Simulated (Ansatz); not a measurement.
Consider Cl₃H₂NbO₂ (SMILES [OH][Nb]([OH])([Cl])([Cl])[Cl]).

Input

```
crystal:
  periodic: [false, false, false]
  atoms:
    - {symbol: Cl, position_ang: [2.660670, 3.448854, 0.331313]}
    - {symbol: Cl, position_ang: [-1.027597, 2.046873, 1.475799]}
    - {symbol: Cl, position_ang: [1.690501, -0.516058, 0.787211]}
    - {symbol: Nb, position_ang: [1.138325, 1.695589, 0.854123]}
    - {symbol: O, position_ang: [1.847803, 1.991433, 2.556199]}
    - {symbol: O, position_ang: [0.809069, 1.839012, -0.978652]}
    - {symbol: H, position_ang: [2.499436, 2.572925, 2.963468]}
    - {symbol: H, position_ang: [1.123643, 2.371280, -1.717821]}
basis:
  gaussian:
    orbitals: def2-SVPD
hamiltonian:
  xc: pbe0
output:
  forces: true
  orbitals: {seedname: orbitals}
```

Command:

```sh
ansatz run input.yaml --threads 2 --pin off --max-ram 5220MiB --events-out events.jsonl --progress --plain --runs-dir runs
```

Geometry: PBE0-D4/def2-SVP; core potentials replace the inner electrons of Nb.

Computed with Ansatz 0.2.0, isolated molecule in a Gaussian basis; Kohn-Sham density functional theory, functional PBE0.

**Predict the electron density and electron localisation function between the atoms.**

Nb–O (1.87 Å): ρ at the midpoint is about 1.1 e/Å³; the ELF peaks at about 0.85 in the valence shell of O, 0.5 Å from its nucleus, and drops to about 0.25 between the two atoms.
O–H (0.96 Å): ρ at the midpoint is about 3.7 e/Å³; the ELF climbs to about 1 towards the hydrogen, as it does in any bond to H (an ordinary covalent bond to hydrogen).
Nb–Cl (2.38 Å): ρ at the midpoint is about 0.57 e/Å³; the ELF peaks at about 0.85 in the valence shell of Cl, 0.8 Å from its nucleus, and is about 0.40 at the midpoint.

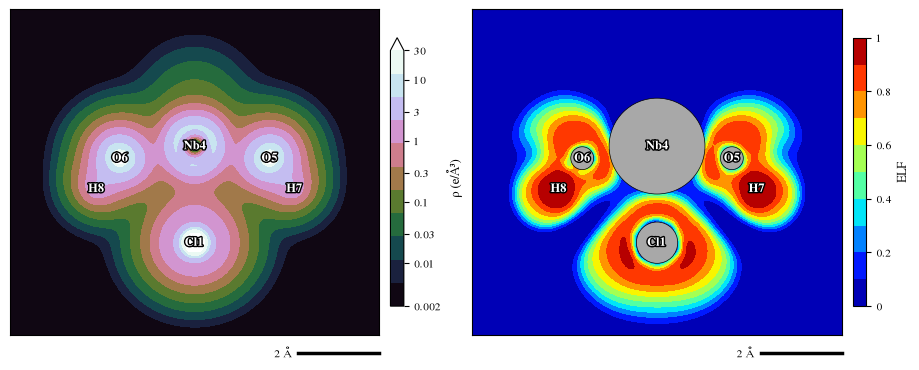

Computed electron density and electron localisation function on the plane of atoms Nb4, O5 and H7, in this order. Grey discs cover the atomic cores in the ELF map. 
